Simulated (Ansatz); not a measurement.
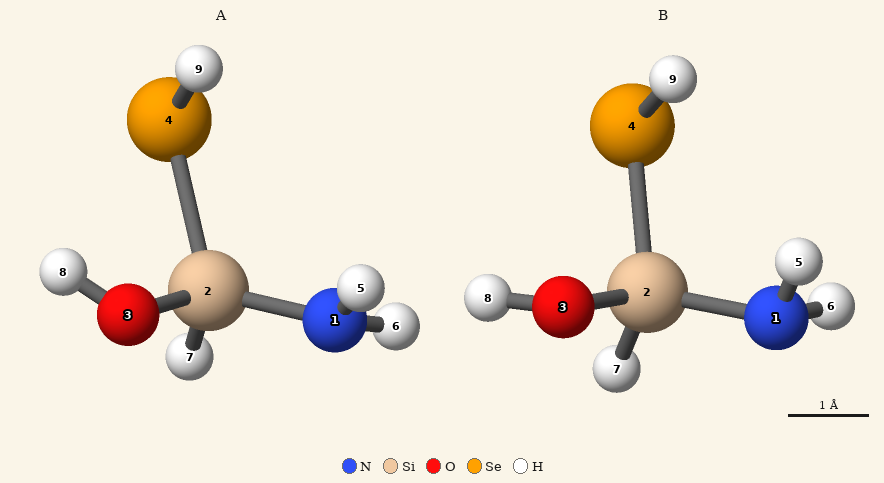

Two geometries of SiNH$_{5}$SeO, drawn at one scale. One is the start of a relaxation, the other its converged end. Style: ball-and-stick. Shown face on.

Method: Ansatz 0.2.0, RKS PBE/def2-SVP. Set-up: no spin polarisation; force threshold 0.015 eV/Å; at most 40 steps.

Q: Which geometry has the lower energy?

A: Structure A is the relaxed one. The run prepares an end point of a later path (torsion) calculation, from a guessed geometry. H8 moves most after the best rigid fit: 0.47 Å. Largest moves by element: H 0.47 Å, Se 0.28 Å, O 0.13 Å, Si 0.06 Å, N 0.05 Å. Near-neighbour distances that change, for instance: Si2–Se4 2.228 → 2.333 Å, Se4–H9 1.583 → 1.487 Å, N1–H6 1.105 → 1.023 Å, O3–H8 1.011 → 0.974 Å. Among the angles between lasting bonds that change: Si2–N1–H6 107.3° → 119.0°, Si2–N1–H5 110.2° → 119.6°, N1–Si2–Se4 111.2° → 120.1°. Groups turn about Si2–O3 by about 35°. After 9 accepted moves (11 points after the start) the energy has fallen by 11.1 kcal/mol. Largest force component: 2.1 eV/Å at the start, 0.0027 eV/Å at the end. The line search rejected the trial steps at points 7, 9 of the run.
